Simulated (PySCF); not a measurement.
**C₆H₁₀N₂O, SMILES `CNC1C=NC(=O)CC1`: what the electrons do**

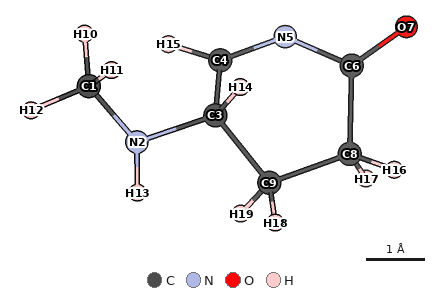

The molecule, with its atoms numbered as below. No frequency check shows the geometry to be a minimum.

Cartesian coordinates (Å):

```
C1      -3.0549    0.5950    0.4676
N2      -2.1929   -0.4086   -0.1259
C3      -0.7905   -0.1964    0.1615
C4      -0.2068    0.8684   -0.7163
N5       1.0312    1.1037   -0.6909
C6       1.8508    0.3161    0.0910
O7       2.7279    0.7383    0.7972
C8       1.5592   -1.1771   -0.0867
C9       0.0499   -1.4512   -0.1783
H10     -2.8017    1.5715    0.0563
H11     -2.9649    0.6515    1.5629
H12     -4.0869    0.3661    0.2105
H13     -2.4752   -1.3300    0.1946
H14     -0.6048    0.0712    1.2219
H15     -0.8330    1.3866   -1.4303
H16      2.0112   -1.6911    0.7620
H17      2.0686   -1.5119   -0.9912
H18     -0.2219   -2.2545    0.5075
H19     -0.2288   -1.7610   -1.1870
```

Part 1: Bonding charge

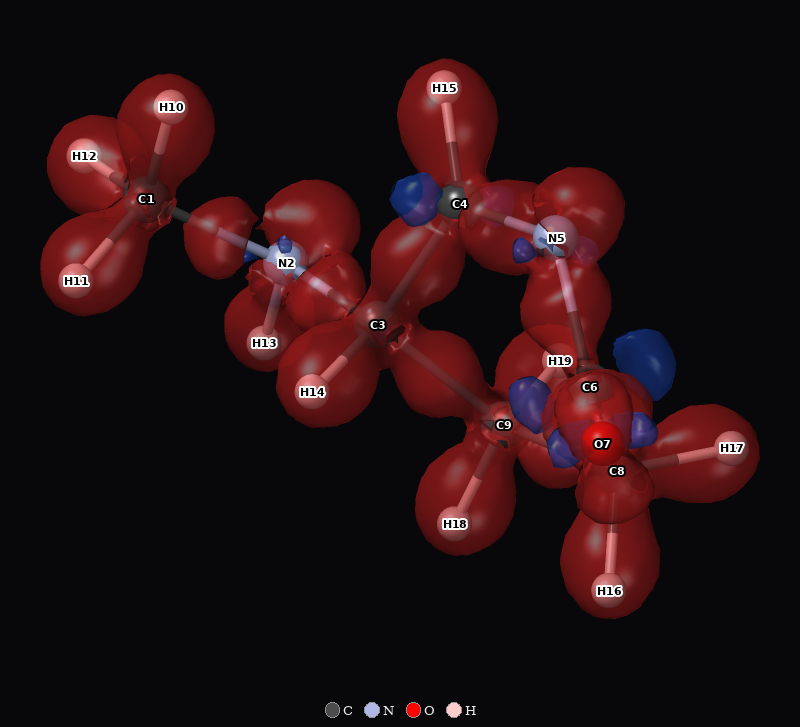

Deformation density (molecule less spherical, spin-averaged free atoms at the same positions), surfaces at ±0.17 e/Å³; red: gain, blue: loss.

Level of theory: B3LYP/6-31+G* (PySCF), at a geometry from GFN2-xTB.

> How much density has each bond gained at its critical point, relative to the free atoms?

The five largest and four smallest: N2–H13: +0.78 e/Å³ at the bond critical point (bond length 1.02 Å). C4–H15: +0.73 e/Å³ at the bond critical point (bond length 1.08 Å). C1–H12: +0.67 e/Å³ at the bond critical point (bond length 1.09 Å). C1–H10: +0.67 e/Å³ at the bond critical point (bond length 1.09 Å). C9–H19: +0.67 e/Å³ at the bond critical point (bond length 1.09 Å). C8–C9: +0.45 e/Å³ at the bond critical point (bond length 1.54 Å). C3–C9: +0.45 e/Å³ at the bond critical point (bond length 1.55 Å). N2–C3: +0.39 e/Å³ at the bond critical point (bond length 1.45 Å). C1–N2: +0.34 e/Å³ at the bond critical point (bond length 1.45 Å). In all, 4.3 electrons gather in the regions of gain relative to the promolecule.

Part 2: Bond critical points

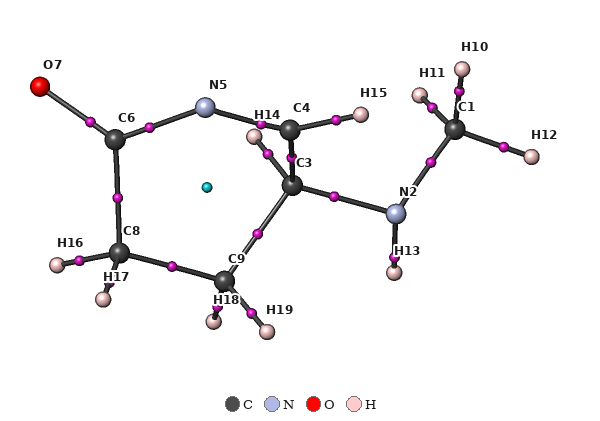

Molecular graph of the electron density (QTAIM): bond paths, bond critical points (magenta), ring points (cyan, if any); weak paths are dashed.

> How many critical points of each kind are there, and does the count close?

19 nuclei, 19 bond, 1 ring and 0 cage critical points: 19 − 19 + 1 − 0 = 1, as the Poincaré–Hopf relation requires.

> Give the properties at the bond critical points.

| bond | length (Å) | ρ (a.u.) | ∇²ρ (a.u.) | ε | H (a.u.) |
| --- | --- | --- | --- | --- | --- |
| C6–O7 | 1.203 | 0.416 | +0.39 | 0.10 | −0.705 |
| C4–N5 | 1.260 | 0.389 | −0.49 | 0.15 | −0.678 |
| N2–H13 | 1.016 | 0.333 | −1.64 | 0.04 | −0.461 |
| N5–C6 | 1.380 | 0.324 | −1.15 | 0.01 | −0.483 |
| C4–H15 | 1.082 | 0.287 | −1.06 | 0.01 | −0.297 |
| N2–C3 | 1.447 | 0.280 | −0.83 | 0.06 | −0.326 |
| C1–H12 | 1.088 | 0.278 | −0.97 | 0.03 | −0.279 |
| C1–H10 | 1.089 | 0.278 | −0.95 | 0.03 | −0.276 |
| C9–H19 | 1.091 | 0.277 | −0.94 | 0.01 | −0.274 |
| C8–H16 | 1.090 | 0.276 | −0.94 | 0.02 | −0.274 |
| C9–H18 | 1.091 | 0.275 | −0.92 | 0.01 | −0.271 |
| C1–N2 | 1.450 | 0.274 | −0.81 | 0.04 | −0.328 |
| C8–H17 | 1.091 | 0.273 | −0.92 | 0.01 | −0.269 |
| C1–H11 | 1.100 | 0.270 | −0.89 | 0.03 | −0.261 |
| C3–C4 | 1.498 | 0.269 | −0.68 | 0.08 | −0.232 |
| C3–H14 | 1.109 | 0.267 | −0.87 | 0.02 | −0.255 |
| C6–C8 | 1.532 | 0.251 | −0.59 | 0.06 | −0.206 |
| C8–C9 | 1.537 | 0.241 | −0.54 | 0.01 | −0.190 |
| C3–C9 | 1.548 | 0.238 | −0.53 | 0.04 | −0.187 |

> What kind of interaction is C1–H10?

Shared-shell (covalent): ρ = 0.278, ∇²ρ = −0.95, H = −0.276 a.u.

Part 3: Local ionisation energy

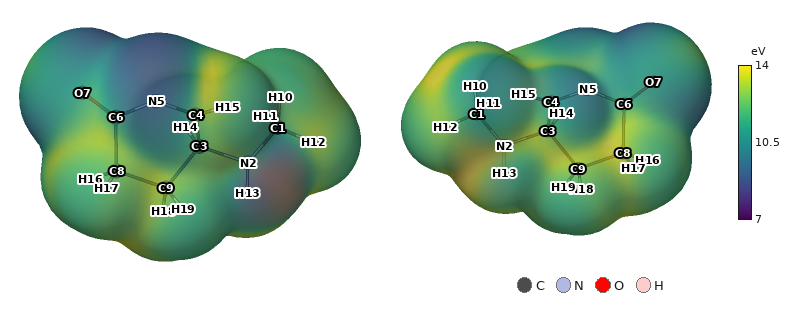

Average local ionisation energy on the surface of electron density 0.001 a.u. (back view left, front view right).

> Locate the minima of the map.

The lowest value is 7.6 eV, 2.1 Å from N2. Further minima include 8.6 eV, 2.0 Å from N5; 8.9 eV, 1.9 Å from O7; 9.4 eV, 1.9 Å from O7. For comparison, the highest occupied orbital lies at −6.8 eV.

> What volume does the surface enclose, and what is the dipole moment?

About 170 Å³; the dipole moment is 5.3 D.

Part 4: In an electric field

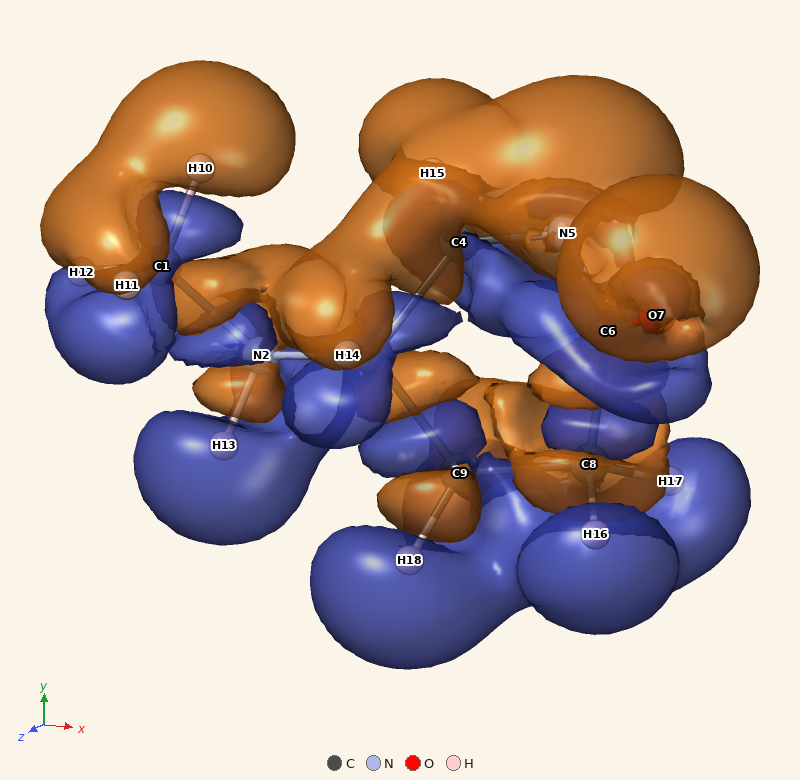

Change of the electron density in a uniform field of 0.10 V/Å, surfaces at ±0.0004 e/Å³ (orange: gain, blue: loss).

PySCF calculation, B3LYP/6-31+G*, gas phase; geometry: GFN2-xTB. The basis has diffuse s and p functions alone, which still leaves polarisabilities too small, most of all across bonds.

> Along which Cartesian direction does the field point?

Along −y: electrons gather on the +y side, against the field.

> What dipole is induced, and what polarisability does it imply?

The induced dipole is 0.40 D (along the field); α along this axis, from the fields in both directions, is 78 bohr³ (11.6 Å³).

> Which atoms gain and lose the most charge?

Electrons gather most on N5 (Hirshfeld charge changes by −0.004 e) and leave H18 most (+0.004 e); 0.037 electrons are displaced in all.

Part 5: Magnetic shielding

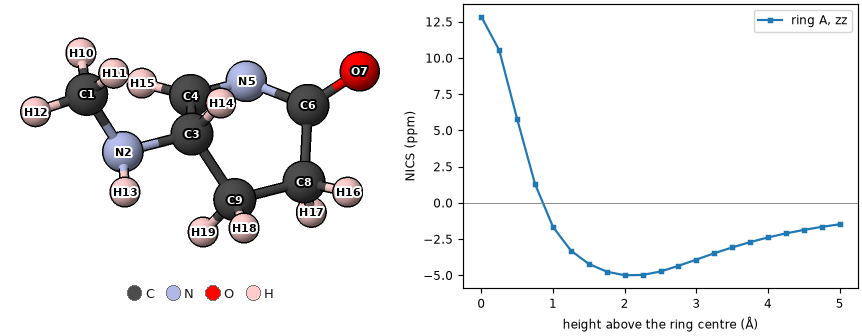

GIAO NICS scans along the ring normals; ring A: 6-membered ring C3/C4/N5/C6/C8/C9.

Method: PBE0/6-31G*; geometry: GFN2-xTB; program: PySCF.

> What does each scan say about the ring current?

Ring A is neither clearly shielded nor deshielded above its centre; an sp³ atom breaks the ring's conjugation, so the values mix its σ bonds and separate π bonds and show no closed π ring current: NICSzz reaches +12.8 ppm at 0.00 Å; NICS(0) = −1.6, NICS(1) = −3.3 and −4.4, NICS(1)zz = −1.7 and −2.4 (two faces) ppm.

> What absolute proton shieldings does the same calculation give?

From 24.1 ppm (H15) to 32.2 ppm (H13).
